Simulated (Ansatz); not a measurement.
# Fields on a plane of GaSe (beta-GaS type, space group P6_3/mmc)

```
GaSe
1.0
    3.70481     0.00000     0.00000
   -1.85241     3.20846     0.00000
    0.00000     0.00000    15.50834
Ga Se
4 4
Direct
  0.33333   0.66667   0.17223
  0.66667   0.33333   0.67223
  0.66667   0.33333   0.82777
  0.33333   0.66667   0.32777
  0.33333   0.66667   0.59619
  0.66667   0.33333   0.09619
  0.66667   0.33333   0.40381
  0.33333   0.66667   0.90381
```

The slice is a (0001) plane (indices of the conventional cell) through the point (0.333, 0.667, 0.596) (fractional), spanned by u = [110] and v = [1 -1 0] in vectors of this cell: u (3.70 Å) and v (6.42 Å, at 90° to u). It covers one period; positions are fractions (u, v).

Atoms on it: Se at (0.00, 0.00); Se at (0.50, 0.50).

Computed with PBEsol-D3(BJ) (plane waves to 420 eV, PAW, scalar-relativistic; Ansatz, an electronic-structure program). k mesh 10×10×3. Inside the PAW spheres the values are not all-electron values, and peaks at nuclei hang on which shells count as valence. GaSe was relaxed with its symmetry unable to fall.

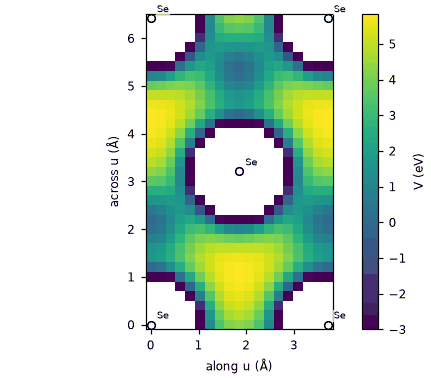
Figure: Electrostatic potential energy of an electron, from the cell's mean, in eV, one period of the plane, atoms marked. Points within 1 Å of a nucleus are left white, as the pseudised field means little there. Values under -3 eV are set to -3. The zero, the cell's mean, hangs on the PAW cores.

| v \ u | 0.00 | 0.11 | 0.22 | 0.33 | 0.44 | 0.56 | 0.67 | 0.78 | 0.89 |
|---|---|---|---|---|---|---|---|---|---|
| 0.88 | 0.0 | -0.2 | -0.4 | -0.6 | -0.8 | -0.8 | -0.6 | -0.4 | -0.2 |
| 0.75 | -1.1 | -1.1 | -1.0 | -0.9 | -0.7 | -0.7 | -0.9 | -1.0 | -1.1 |
| 0.62 | -1.4 | -1.2 | -0.7 | -0.3 | 0.0 | 0.0 | -0.3 | -0.7 | -1.2 |
| 0.50 | -1.0 | -0.8 | -0.3 | 0.4 | 1.5 | 1.5 | 0.4 | -0.3 | -0.8 |
| 0.38 | -0.8 | -0.7 | -0.5 | -0.3 | -0.1 | -0.1 | -0.3 | -0.5 | -0.7 |
| 0.25 | -0.7 | -0.8 | -0.9 | -1.1 | -1.1 | -1.1 | -1.1 | -0.9 | -0.8 |
| 0.12 | 0.0 | -0.1 | -0.5 | -0.9 | -1.3 | -1.3 | -0.9 | -0.5 | -0.1 |
| 0.00 | 1.7 | 1.0 | 0.0 | -0.5 | -0.9 | -0.9 | -0.5 | 0.0 | 1.0 |

Values: log₁₀ of the valence density in e/Å³. The scale is logarithmic, as a density can span decades between atoms and voids.
